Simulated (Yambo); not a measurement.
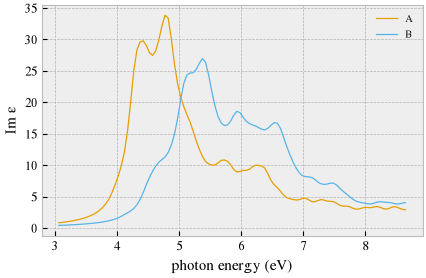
Fig. 1. Two computed absorption spectra of AlP (zinc blende, space group F-43m, No. 216) (Yambo, PBE bands with the same scissor, field along x)

Problem. Which curve includes the electron-hole attraction (BSE)?

Solution. Curve A: the attraction moves weight to lower energy (centre of the plotted range 5.3 eV against 6.0 eV). Settings: 10×10×10 mesh, 3 valence and 4 conduction bands, static screening with 18 bands and a 4 Ry block, scissor 0.94 eV, Tamm-Dancoff. The scissor comes from a G0W0 run whose convergence isn't established. Broadening 0.15 eV. The band window holds all transitions up to 8.7 eV. On this mesh the peak heights and the fine structure are mesh artefacts; only the shift of weight is robust.

Geometry of the Materials Project entry, not relaxed at this level; primitive cell a = 3.8700 Å, b = 3.8700 Å, c = 3.8700 Å, α = 60.00°, β = 60.00°, γ = 60.00°.
